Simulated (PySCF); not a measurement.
# C₃H₄ClO+: runs on many settings, part 2 of 2

PySCF 2.14.0. Atoms count from 0. Earlier steps stand in the parts before.

**4. NMR shieldings: HF/SBKJC-VDZ**

What the job is given:

```
{"job": {"kind": "nmr", "xc": "HF", "basis": "SBKJC-VDZ", "pop": true, "scf": {"guess": "random", "max_cycle": 75}}, "charge": 1, "multiplicity": 1}
C     -1.041276    -0.290330     0.026011
C      0.269140     0.448497    -0.198018
Cl     0.894305     1.358592     1.305588
C      1.434064    -0.328701    -0.201629
O      2.361328    -0.951747    -0.135533
H     -1.823842     0.436794     0.228953
H     -0.978114    -0.982357     0.861011
H     -1.310677    -0.839081    -0.874908
H      0.208634     1.154326    -1.036655
```

Level: GIAO HF/SBKJC-VDZ NMR shielding, non-relativistic, gas phase.

The program printed:

```text
start from random orthonormal orbitals
final grid: 78072 points
cycle   1  E = -35.9242141524  dE = -2.339e+01  |g| = 4.198e+00  |ddm| = 5.369e+02
cycle   2  E = 5.1800051037  dE =  4.110e+01  |g| = 7.045e+00  |ddm| = 8.636e+01
cycle   3  E = -48.2026930518  dE = -5.338e+01  |g| = 1.345e+00  |ddm| = 9.088e+01
cycle   4  E = -48.3255566118  dE = -1.229e-01  |g| = 1.340e+00  |ddm| = 3.450e+00
cycle   5  E = -48.6969879515  dE = -3.714e-01  |g| = 1.752e-01  |ddm| = 1.724e+00
cycle   6  E = -48.7062213895  dE = -9.233e-03  |g| = 9.289e-02  |ddm| = 4.381e-01
cycle   7  E = -48.7091748657  dE = -2.953e-03  |g| = 2.242e-02  |ddm| = 2.867e-01
cycle   8  E = -48.7094233642  dE = -2.485e-04  |g| = 5.945e-03  |ddm| = 1.031e-01
cycle   9  E = -48.7094412800  dE = -1.792e-05  |g| = 1.594e-03  |ddm| = 1.870e-02
cycle  10  E = -48.7094436397  dE = -2.360e-06  |g| = 6.129e-04  |ddm| = 6.977e-03
cycle  11  E = -48.7094441287  dE = -4.890e-07  |g| = 2.401e-04  |ddm| = 2.336e-03
cycle  12  E = -48.7094442224  dE = -9.372e-08  |g| = 5.871e-05  |ddm| = 1.077e-03
cycle  13  E = -48.7094442261  dE = -3.717e-09  |g| = 1.276e-05  |ddm| = 2.465e-04
cycle  14  E = -48.7094442262  dE = -1.342e-10  |g| = 4.003e-06  |ddm| = 6.745e-05
converged SCF energy = -48.7094442262

GIAO shielding tensors (ppm)
atom      isotropic    diamagn.    paramagn.     s11        s22        s33       span
  0 C          nan         nan         nan        nan        nan        nan        nan
  1 C          nan         nan         nan        nan        nan        nan        nan
  2 Cl         nan         nan         nan        nan        nan        nan        nan
  3 C          nan         nan         nan        nan        nan        nan        nan
  4 O          nan         nan         nan        nan        nan        nan        nan
  5 H       28.021      26.277       1.744     23.836     25.829     34.397     10.561
  6 H       28.842      27.804       1.038     24.535     25.737     36.254     11.718
  7 H       28.658      27.178       1.479     24.945     25.680     35.348     10.404
  8 H       28.002      27.377       0.625     24.709     26.508     32.790      8.081
```

Wall time 1.7 s (1 thread of Arm Neoverse N1, shared host); peak memory 0.34 GiB.

It converged, yet the result is unsound: the shieldings of some atoms came out as not-a-number; the basis SBKJC-VDZ leaves the core to a potential or lacks core functions, which properties at the nuclei need.

**5. Spin-spin couplings: revPBE/pcseg-1**

Same as in step 4 but for these lines:

```diff
@@ -1,2 +1,2 @@
-{"job": {"kind": "nmr", "xc": "HF", "basis": "SBKJC-VDZ", "pop": true, "scf": {"guess": "random", "max_cycle": 75}}, "charge": 1, "multiplicity": 1}
+{"job": {"kind": "j", "xc": "revPBE", "basis": "pcseg-1"}, "charge": 1, "multiplicity": 1}
 C     -1.041276    -0.290330     0.026011
```

Method: revPBE/pcseg-1 indirect spin-spin coupling, non-relativistic, gas phase.

The program printed:

```text
coarse grid: 8448 points
cycle   1  E = -651.4450690093  dE =  9.839e-01  |g| = 7.414e-01  |ddm| = 3.112e+00
cycle   2  E = -650.4134147824  dE =  1.032e+00  |g| = 2.398e+00  |ddm| = 2.328e+00
cycle   3  E = -651.5416629124  dE = -1.128e+00  |g| = 3.334e-01  |ddm| = 1.654e+00
cycle   4  E = -651.5715316889  dE = -2.987e-02  |g| = 9.727e-02  |ddm| = 4.888e-01
cycle   5  E = -651.5731438243  dE = -1.612e-03  |g| = 5.198e-02  |ddm| = 1.632e-01
cycle   6  E = -651.5739556002  dE = -8.118e-04  |g| = 7.985e-03  |ddm| = 7.239e-02
cycle   7  E = -651.5739691338  dE = -1.353e-05  |g| = 2.645e-03  |ddm| = 9.245e-03
cycle   8  E = -651.5739709965  dE = -1.863e-06  |g| = 6.987e-04  |ddm| = 3.672e-03
final grid: 78072 points
cycle   9  E = -651.6280021339  dE =  4.400e-05  |g| = 2.153e-02  |ddm| = 3.051e-02
cycle  10  E = -651.6271718967  dE =  8.302e-04  |g| = 6.882e-02  |ddm| = 5.703e-02
cycle  11  E = -651.6280879036  dE = -9.160e-04  |g| = 4.992e-03  |ddm| = 4.485e-02
cycle  12  E = -651.6280936011  dE = -5.697e-06  |g| = 6.813e-04  |ddm| = 4.116e-03
cycle  13  E = -651.6280937175  dE = -1.164e-07  |g| = 2.506e-04  |ddm| = 1.114e-03
cycle  14  E = -651.6280937335  dE = -1.600e-08  |g| = 8.981e-05  |ddm| = 3.888e-04
cycle  15  E = -651.6280937357  dE = -2.274e-09  |g| = 1.320e-05  |ddm| = 1.171e-04
cycle  16  E = -651.6280937358  dE = -4.252e-11  |g| = 5.747e-06  |ddm| = 2.401e-05
converged SCF energy = -651.6280937358

Indirect spin-spin couplings (Hz)
  i      j    bonds     total        FC       PSO       DSO        SD
  0 C    1 C    1     40.037    40.393    -1.199     0.233     0.610
  0 C    3 C    2     -0.677    -0.410    -0.234     0.042    -0.075
  0 C    4 O    3     -0.211    -0.346     0.071     0.044     0.020
  0 C    5 H    1    151.562   150.305     0.344     0.631     0.282
  0 C    6 H    1    143.933   142.610     0.355     0.652     0.316
  0 C    7 H    1    139.744   138.394     0.459     0.615     0.275
  0 C    8 H    2     -4.073    -4.044     0.119    -0.168     0.020
  1 C    3 C    1     79.018    81.368    -2.875     0.338     0.187
  1 C    4 O    2      5.690     4.508     1.243     0.087    -0.150
  1 C    5 H    2     -4.084    -4.162    -0.023    -0.006     0.108
  1 C    6 H    2     -4.488    -4.402    -0.058    -0.068     0.041
  1 C    7 H    2      5.593     5.292     0.250    -0.049     0.100
  1 C    8 H    1    180.250   178.940    -0.302     1.049     0.563
  3 C    4 O    1    -12.856   -11.444     6.473    -0.033    -7.852
  3 C    5 H    3     16.494    16.370     0.360    -0.346     0.110
  3 C    6 H    3      2.999     2.857    -0.062     0.208    -0.004
  3 C    7 H    3      0.959     0.973    -0.042     0.070    -0.042
  3 C    8 H    2      2.260     2.070     0.002     0.024     0.164
  4 O    5 H    4     -0.740    -0.751    -0.230     0.247    -0.005
  4 O    7 H    4      0.258     0.128    -0.034     0.136     0.028
  4 O    8 H    3     -2.178    -2.072    -0.358     0.291    -0.039
  5 H    6 H    2    -11.543   -11.364     2.108    -2.569     0.282
  5 H    7 H    2    -14.111   -13.896     2.131    -2.640     0.293
  5 H    8 H    3      5.079     4.877     0.411    -0.308     0.100
  6 H    7 H    2    -12.043   -11.803     2.140    -2.654     0.275
  6 H    8 H    3      8.444     9.300     1.906    -2.755    -0.007
  7 H    8 H    3      1.814     1.663     0.448    -0.381     0.084
```

Wall time 16 s (1 thread of Arm Neoverse N1, shared host); peak memory 0.4 GiB.

The basis is not made for couplings: without tight functions at the nuclei these values are rough.

Couplings of 1 Hz or more, nine at most for each number of bonds, with means over like pairs (isotopes 13C, 1H, 17O):

| pair | bonds | J (Hz) | Fermi contact (Hz) |
| --- | --- | --- | --- |
| C1–H8 | 1 | 180.2 | 178.9 |
| C0–H5 | 1 | 145.1 | 143.8 |
| C1–C3 | 1 | 79.0 | 81.4 |
| C0–C1 | 1 | 40.0 | 40.4 |
| C3–O4 | 1 | -12.9 | -11.4 |
| H5–H6 | 2 | -12.6 | -12.4 |
| C1–O4 | 2 | 5.7 | 4.5 |
| C0–H8 | 2 | -4.1 | -4.0 |
| C3–H8 | 2 | 2.3 | 2.1 |
| C3–H5 | 3 | 6.8 | 6.7 |
| H5–H8 | 3 | 5.1 | 5.3 |
| O4–H8 | 3 | -2.2 | -2.1 |

The response was solved for the nuclei of C, H, O alone, so couplings that need other nuclei can be missing.

Quadrupole couplings from the field gradients of the same density:

| atom | isotope | eQq/h (MHz) | η |
| --- | --- | --- | --- |
| Cl2 | 35Cl | -94.1 | 0.16 |
| O4 | 17O | -1.638 | 0.49 |

Shifts (LDA/6-31G, unscaled) and these couplings together give the proton spectrum at 400 MHz below. Couplings to quadrupolar nuclei are left out.

¹H NMR δ 6.44 (q, J = 5.1 Hz, 1H), 2.93 (d, J = 5.1 Hz, 3H).

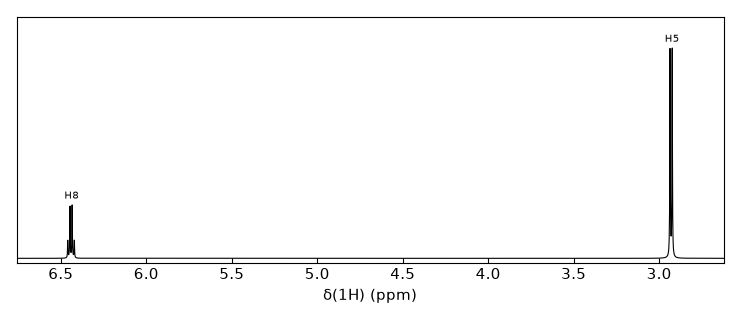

Simulated proton spectrum at 400 MHz, by exact diagonalisation of each spin system; lines 1.2 Hz wide, exchangeable protons uncoupled.

**6. NMR shieldings: B3LYP/pcSseg-1**

Same as in step 5 but for these lines:

```diff
@@ -1,2 +1,2 @@
-{"job": {"kind": "j", "xc": "revPBE", "basis": "pcseg-1"}, "charge": 1, "multiplicity": 1}
+{"job": {"kind": "nmr", "xc": "B3LYP", "basis": "pcSseg-1", "pop": true, "scf": {"aux": "def2-universal-jkfit"}}, "charge": 1, "multiplicity": 1}
 C     -1.041276    -0.290330     0.026011
```

Level: GIAO B3LYP/pcSseg-1 NMR shielding, non-relativistic, gas phase.

The program printed:

```text
final grid: 78072 points
cycle   1  E = -651.6328029889  dE =  1.100e+00  |g| = 8.338e-01  |ddm| = 2.657e+00
cycle   2  E = -650.8526685607  dE =  7.801e-01  |g| = 2.209e+00  |ddm| = 1.897e+00
cycle   3  E = -651.7779583772  dE = -9.253e-01  |g| = 2.193e-01  |ddm| = 1.198e+00
cycle   4  E = -651.7887545498  dE = -1.080e-02  |g| = 1.024e-01  |ddm| = 2.902e-01
cycle   5  E = -651.7908079371  dE = -2.053e-03  |g| = 2.510e-02  |ddm| = 8.855e-02
cycle   6  E = -651.7909500001  dE = -1.421e-04  |g| = 6.109e-03  |ddm| = 2.584e-02
cycle   7  E = -651.7909586764  dE = -8.676e-06  |g| = 1.175e-03  |ddm| = 5.474e-03
cycle   8  E = -651.7909589936  dE = -3.172e-07  |g| = 2.557e-04  |ddm| = 1.301e-03
cycle   9  E = -651.7909590094  dE = -1.576e-08  |g| = 6.276e-05  |ddm| = 3.193e-04
cycle  10  E = -651.7909590102  dE = -8.230e-10  |g| = 1.633e-05  |ddm| = 5.630e-05
converged SCF energy = -651.7909590102

GIAO shielding tensors (ppm)
atom      isotropic    diamagn.    paramagn.     s11        s22        s33       span
  0 C      160.188     245.534     -85.345    138.508    158.878    183.179     44.671
  1 C      142.341     249.043    -106.702    107.534    159.546    159.942     52.407
  2 Cl     472.945    1144.672    -671.727     69.697    372.134    977.003    907.306
  3 C       25.485     263.280    -237.795    -98.856    -83.743    259.054    357.910
  4 O      -48.588     396.104    -444.692   -239.596    -66.635    160.467    400.063
  5 H       28.648      26.907       1.741     24.236     26.455     35.253     11.017
  6 H       29.236      27.946       1.290     25.090     27.642     34.977      9.887
  7 H       29.203      27.310       1.893     24.342     26.278     36.990     12.648
  8 H       26.039      26.298      -0.259     21.392     24.403     32.321     10.929
```

Wall time 11 s (1 thread of Arm Neoverse N1, shared host); peak memory 0.51 GiB.

Key values: σ C3 25.5, C1 142.3, C0 160.2, Cl2 473, H8 26.04, H5 29.03 ppm (means over like atoms).

**7. Comparing the runs: NMR shifts**

Shifts (ppm), means over like atoms, with basis size and wall time:

```csv
run,C3,C1,C0,H8,H5,O4,functions,time
LDA/6-31G,146.0,39.1,20.6,6.44,2.93,353.3,57,9.6 s
B3LYP/pcSseg-1,156.4,39.6,21.7,5.79,2.80,384.3,112,11 s
```

**8. Summary of results**

What follows sums up all 2 parts.

| quantity | value |
| --- | --- |
| lowest singlet (OLYP/IGLO-II) | 4.29 eV (289 nm), f = 0.004 |
| brightest single state of those computed | state 11, 7.72 eV, f = 0.041 |
| lowest triplet | 3.90 eV |
| ¹³C shifts against TMS (LDA/6-31G) | 146.0, 39.1, 20.6 ppm |
| ¹H shifts against TMS (LDA/6-31G, means over atoms taken as alike) | 6.44, 2.93 ppm |
| ¹⁷O shifts against H2O (LDA/6-31G) | 353.3 ppm |
| shieldings of Cl (LDA/6-31G) | Cl2 443.8 ppm |
| largest coupling of the table (revPBE/pcseg-1) | ¹J(C,H) C1–H8, 180.2 Hz |
| range of the shift of O4 | 353.3 to 384.3 ppm |
| property runs in this session | 5, of which 0 failed and 1 gave unsound results |

Single values in the summary come from the first run of each kind that ended normally (OLYP/IGLO-II; LDA/6-31G; revPBE/pcseg-1), which need not be the best level. The first singlet state (HOMO→LUMO 0.64, HOMO→LUMO+1 0.35) lies at 4.29 eV and is weak; of the 12 states computed, the strongest absorption comes from state 11 at 7.72 eV. The lowest triplet lies 0.39 eV below the lowest singlet. The basis of OLYP/IGLO-II has no diffuse functions, so Rydberg states are missing and the high states are unreliable. By nearest atom (OLYP/IGLO-II), the HOMO sits on Cl2 88 % and the LUMO on C3 41 %; O4 23 %. At LDA/6-31G: The largest span, 911 ppm, is at Cl2, where the paramagnetic term is -699 ppm. Of the pairs tabulated at revPBE/pcseg-1, C1–H8 couples most strongly (180.2 Hz; Fermi contact 178.9 Hz). Among the atoms with a shift in every run: In ppm, O4 moves most: its shift spreads over 31.0 ppm, from 353.3 (LDA/6-31G) to 384.3 (B3LYP/pcSseg-1). Part of that comes from the computed reference. Couplings from bases without tight functions are rough.
